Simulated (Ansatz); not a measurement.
# Is the response still linear at 0.25 V/Å? puckered SnSe 3 layers, AB

The dipole of a slab grows in proportion to a weak field along its normal. Does the weak-field slope carry to a strong field?

**Method.** Ansatz 0.2.0, plane waves with PAW datasets (its set soft_2), PBE-D3(BJ); atoms held at their relaxed places, 18 Å of vacuum, dipole correction, cell area 18.24 Å², 10×10 k-points, smearing 0.05 eV. Without field the slab has a gap of 0.65 eV.

| run | field (V/Å) | dipole (e·Å) |
| --- | --- | --- |
| run 1 | −0.03 | −0.04967 |
| run 2 | 0.00 | 0.00000 |
| run 3 | 0.03 | 0.04967 |
| run 4 | 0.25 | ? |

**Question.** What value belongs in the row marked “?”, and how far can the other rows tell?

A least-squares line through the 3 rows shown has slope 1.655667 and intercept 0.000000; no row lies more than 0.00001 e·Å off it. A perfect conductor with that slope would be 180.95 × 1.65567 / 18.24 = 16.43 Å thick. At 0.25 it gives 1.655667 × 0.25 + 0.000000 = 0.41392 e·Å, beyond the rows fitted. Rounding and scatter of the rows alone allow about ±0.00004 e·Å there.

The run itself gives 0.41399 e·Å: a miss of +0.00007 e·Å. That is under 1 % of the induced dipole, so the response is still linear.

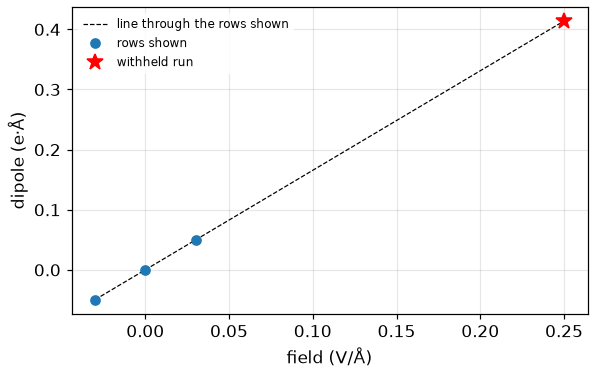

The fit and the withheld run.

Caveats: Ions are held, so this is the electronic response. Of the series that stay linear within 1 %, this collection keeps about one in seven, and it keeps all that bend.
